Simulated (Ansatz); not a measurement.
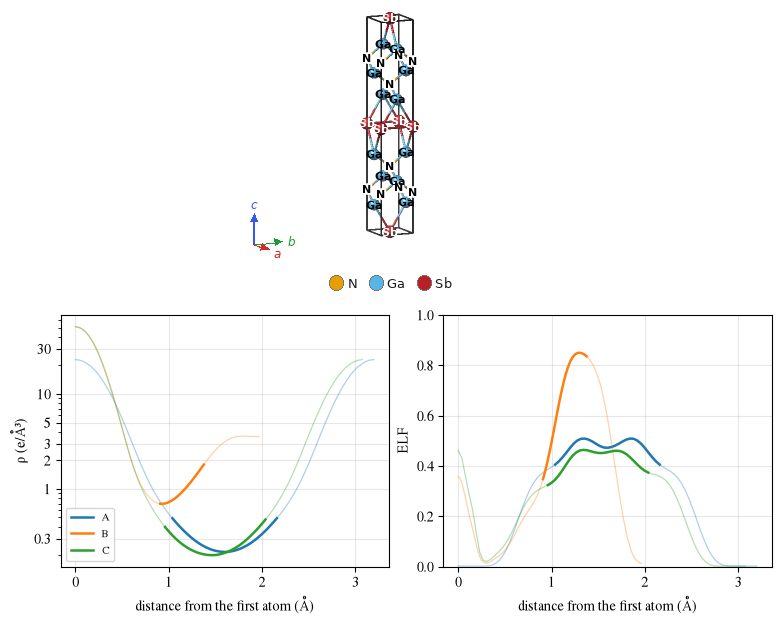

*Ga₃SbN₂. Valence electron density and ELF along straight lines between neighbouring atoms. Thin, pale parts lie inside the atomic spheres. The structure is drawn too.*

Space group I-4m2; started from the ordered alloy on zincblende lattice prototype, which need not be the ambient phase.

Theory: Ansatz 0.2.0, DFT, PBE, plane waves, PAW.

In a PAW calculation such maps are meaningful between the atoms, not at the nuclei.

Which curve belongs to which contact (Ga–N, Ga–Sb and Sb–Sb)? The first atom named is at distance zero.

Curve A: Sb–Sb (3.20 Å): the density is about 0.22 e/Å³ at the midpoint; the ELF is about 0.45 at the midpoint. Curve B: Ga–N (1.97 Å): ρ at the midpoint is about 0.71 e/Å³; the ELF peaks at about 0.85 in the valence shell of N, 0.7 Å from its nucleus, and is about 0.45 at the midpoint. Curve C: Ga–Sb (3.07 Å): ρ at the midpoint is about 0.2 e/Å³; the ELF is about 0.45 at the midpoint.
